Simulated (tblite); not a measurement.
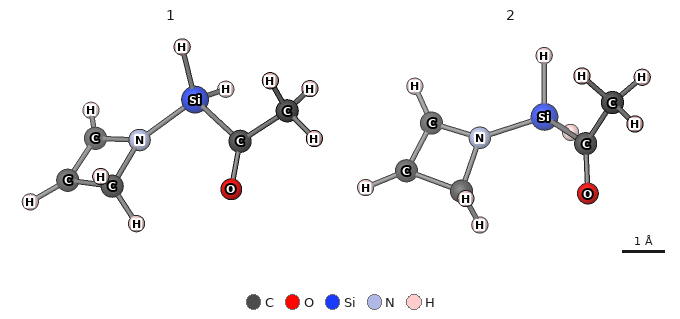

Two geometries of C$_{5}$H$_{9}$NOSi, drawn at one scale. One is the start of a relaxation, the other its converged end. The picture is a ball-and-stick view, seen from a free direction.

The calculation used GFN2-xTB geometry optimisation, gas phase in tblite. 

Which one is relaxed?

Answer. Structure 1 is the relaxed one. After 137 geometry steps the energy has fallen by 0.582 eV. The largest move after the best rigid fit is that of an H atom, 1.12 Å. By element the largest moves are H 1.12 Å, C 0.61 Å, Si 0.56 Å, O 0.44 Å, N 0.06 Å. Among the contacts that change: C–N 1.298 → 1.394 Å, N–Si 1.653 → 1.704 Å, C–N 1.433 → 1.476 Å, H–Si 1.499 → 1.466 Å. Among the angles between lasting bonds that change: Si–N–C 124.7° → 134.7°, C–Si–N 114.4° → 105.7°, N–C–H 134.5° → 125.9°. Groups turn about C–Si by about 45°.
